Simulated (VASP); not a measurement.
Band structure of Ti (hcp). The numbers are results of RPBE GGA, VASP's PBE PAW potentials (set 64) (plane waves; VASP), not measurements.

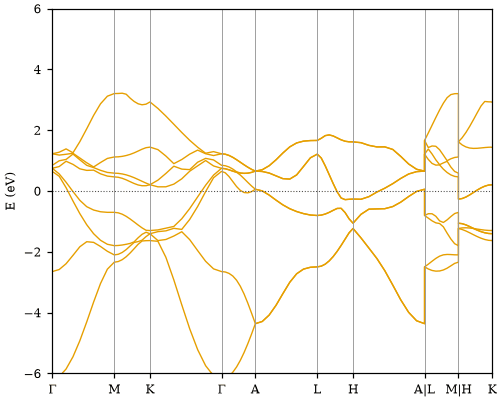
*Bands along high-symmetry lines, zero at the valence-band maximum or, without a gap, the Fermi level*

Task: Read the plot: is there a gap, and where are the band edges?

Result: It has no gap at this level: it comes out as a metal or semimetal. (Edges off the drawn lines would not show.)

The compound is Ti in the hcp structure. It was relaxed first.
